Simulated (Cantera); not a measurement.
Feed: 1 mol SiH4, 0.39 mol N2, 0.39 mol NH3, held at 2600 Pa.

Equilibrium computed with Cantera from the NASA thermochemical tables; the gas is ideal and each condensed phase is pure. Candidate condensed phases: Si, Si3N4; 18 gas species. Mutual solubility and eutectic melting of coexisting phases are not modelled. The tables' values for SiN are old estimates; treat these amounts as uncertain. Gases not in the tables: Si2H6 and higher silanes. Rates play no part.

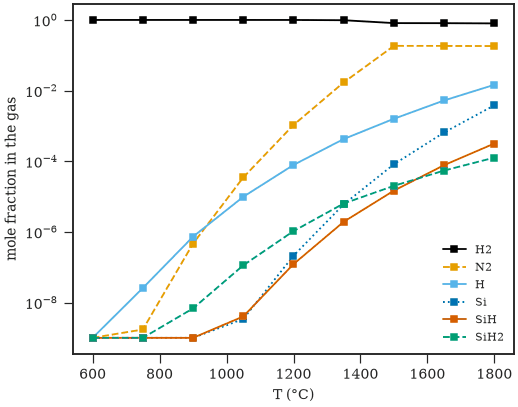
*Equilibrium gas composition (values under 1e-9 drawn at 1e-9)*

From 600 °C to 1350 °C the condensed part is Si(s) + Si3N4(s). From 1500 °C to 1800 °C the condensed part is Si(l).
